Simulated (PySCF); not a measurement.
# C3H8F2O2Si3: NMR shielding calculation

System: C3H8F2O2Si3, SMILES O=C(O)C(F)(F)[Si@@H]1C[SiH2][SiH2]1.
Method: GIAO PBE0/pcSseg-1 NMR shielding, non-relativistic, gas phase (PySCF 2.14.0).

The geometry comes from this level: GFN2-xTB. It belongs to a series of runs on one base structure; here: H on C replaced by COOH. Figures and captions count atoms from 1; the log counts them from 0 in places.

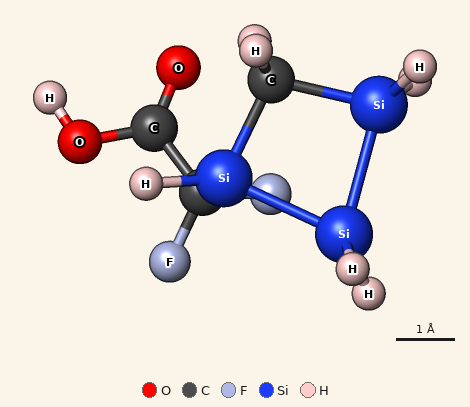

*The structure as given in the input (ball-and-stick view, seen at a tilt).*

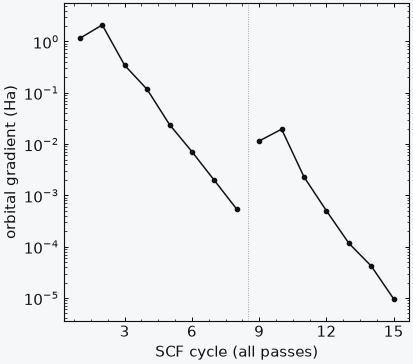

*Convergence of the self-consistent field: orbital gradient against the SCF cycle. The dotted line marks the change from a coarse to the final integration grid.*

The first 8 cycles use a coarse grid, the final grid takes over at cycle 9, and the field converges after 15 cycles in all.

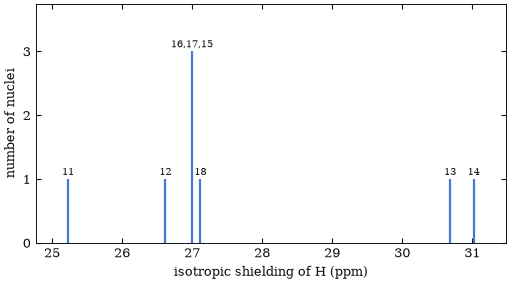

*Isotropic shieldings of the hydrogen nuclei in this fixed geometry, labelled by atom number; shielding grows to the right, so chemical shift grows to the left.*

The least shielded is H11 (25.2 ppm), the most shielded H14 (31.0 ppm).

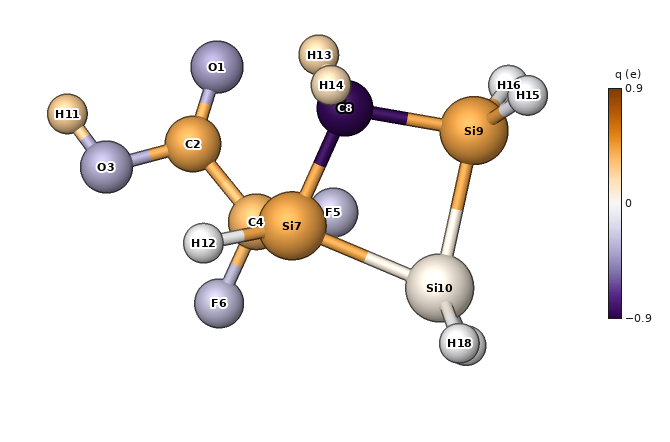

*Mulliken charges, as the colour of each atom (ball-and-stick view, seen at a tilt; atoms are numbered from 1 in the order of the input).*

By element: O −0.39 to −0.35, C −0.85 to +0.41, F −0.29, Si +0.06 to +0.42 and H −0.05 to +0.25 e.

The input and output of the run follow.

### Input
```
{"job": {"kind": "nmr", "xc": "PBE0", "basis": "pcSseg-1"}, "charge": 0, "multiplicity": 1}
O      1.999827    -1.415518     1.277408
C      2.205790    -0.877454     0.220390
O      3.327584    -0.202140    -0.056662
C      1.186603    -0.715913    -0.851261
F      0.324350    -1.778043    -0.873356
F      1.738776    -0.663888    -2.097869
Si     0.148991     0.919778    -0.514637
C     -0.585099     0.676429     1.246119
Si    -2.343732    -0.049538     0.871355
Si    -1.972967     0.458006    -1.409049
H      3.945995    -0.265599     0.688183
H      1.201363     1.942230    -0.632611
H      0.012956     0.019541     1.875221
H     -0.652998     1.620508     1.784790
H     -3.382714     0.681771     1.611632
H     -2.453030    -1.451980     1.273969
H     -2.077639    -0.547138    -2.470911
H     -2.632813     1.655265    -1.954367
```

The first line tells a small driver script what to run in PySCF; the rest is the geometry in Å.

Run as:
```bash
OMP_NUM_THREADS=1 python <driver script> task.json out
```

### The program's output
```
coarse grid: 17440 points
cycle   1  E = -1336.4886981448  dE =  1.373e+00  |g| = 1.151e+00  |ddm| = 3.978e+00
cycle   2  E = -1335.9301878281  dE =  5.585e-01  |g| = 2.097e+00  |ddm| = 2.141e+00
cycle   3  E = -1336.7095168823  dE = -7.793e-01  |g| = 3.425e-01  |ddm| = 1.570e+00
cycle   4  E = -1336.7292389544  dE = -1.972e-02  |g| = 1.167e-01  |ddm| = 2.898e-01
cycle   5  E = -1336.7314743830  dE = -2.235e-03  |g| = 2.402e-02  |ddm| = 8.137e-02
cycle   6  E = -1336.7315992604  dE = -1.249e-04  |g| = 7.122e-03  |ddm| = 2.911e-02
cycle   7  E = -1336.7316106577  dE = -1.140e-05  |g| = 1.962e-03  |ddm| = 8.843e-03
cycle   8  E = -1336.7316115028  dE = -8.451e-07  |g| = 5.379e-04  |ddm| = 2.465e-03
final grid: 158008 points
cycle   9  E = -1336.8207181544  dE = -3.233e-05  |g| = 1.149e-02  |ddm| = 2.571e-02
cycle  10  E = -1336.8206734477  dE =  4.471e-05  |g| = 1.950e-02  |ddm| = 1.962e-02
cycle  11  E = -1336.8207408485  dE = -6.740e-05  |g| = 2.286e-03  |ddm| = 1.277e-02
cycle  12  E = -1336.8207417600  dE = -9.115e-07  |g| = 4.999e-04  |ddm| = 1.705e-03
cycle  13  E = -1336.8207418024  dE = -4.238e-08  |g| = 1.167e-04  |ddm| = 4.403e-04
cycle  14  E = -1336.8207418048  dE = -2.481e-09  |g| = 4.188e-05  |ddm| = 1.311e-04
cycle  15  E = -1336.8207418051  dE = -2.910e-10  |g| = 9.589e-06  |ddm| = 3.947e-05
converged SCF energy = -1336.8207418051

GIAO shielding tensors (ppm)
atom      isotropic    diamagn.    paramagn.     s11        s22        s33       span
  0 O     -106.402     403.431    -509.833   -362.155   -244.878    287.827    649.982
  1 C       15.602     255.503    -239.901    -83.675     52.979     77.501    161.176
  2 O      125.349     389.956    -264.608    -31.611    166.548    241.110    272.721
  3 C       58.811     249.345    -190.534     38.419     63.795     74.219     35.800
  4 F      310.082     476.861    -166.778    194.540    332.556    403.151    208.612
  5 F      316.076     471.171    -155.095    180.727    337.964    429.537    248.810
  6 Si     356.623     881.959    -525.336    318.837    356.983    394.049     75.212
  7 C      187.140     260.089     -72.949    169.811    190.443    201.165     31.354
  8 Si     405.355     879.926    -474.571    373.771    378.052    464.243     90.472
  9 Si     420.390     881.069    -460.679    338.442    421.979    500.749    162.307
 10 H       25.227      29.069      -3.842     19.452     22.416     33.814     14.361
 11 H       26.618      30.302      -3.685     22.907     25.289     31.657      8.749
 12 H       30.682      34.114      -3.432     25.446     28.753     37.848     12.402
 13 H       31.019      32.078      -1.059     26.204     28.498     38.355     12.151
 14 H       27.016      28.704      -1.688     23.528     24.591     32.929      9.401
 15 H       26.974      29.134      -2.160     23.868     25.186     31.868      8.000
 16 H       26.998      29.339      -2.341     23.529     25.180     32.284      8.755
 17 H       27.117      29.466      -2.348     24.256     24.806     32.290      8.033
```

### Key numbers

| quantity | value |
| --- | --- |
| outcome | converged |
| total energy | −1336.820742 hartree |
| HOMO | −7.80 eV |
| LUMO | −1.25 eV |
| dipole moment | 2.46 D |
| isotropic shielding, O | −106.4 to 125.3 ppm |
| isotropic shielding, C | 15.6 to 187.1 ppm |
| isotropic shielding, F | 310.1 to 316.1 ppm |
| isotropic shielding, Si | 356.6 to 420.4 ppm |
| isotropic shielding, H | 25.2 to 31.0 ppm |
| hardware | 1 CPU thread, shared host |
| wall time | 90 s |
| peak memory | 0.96 GiB |
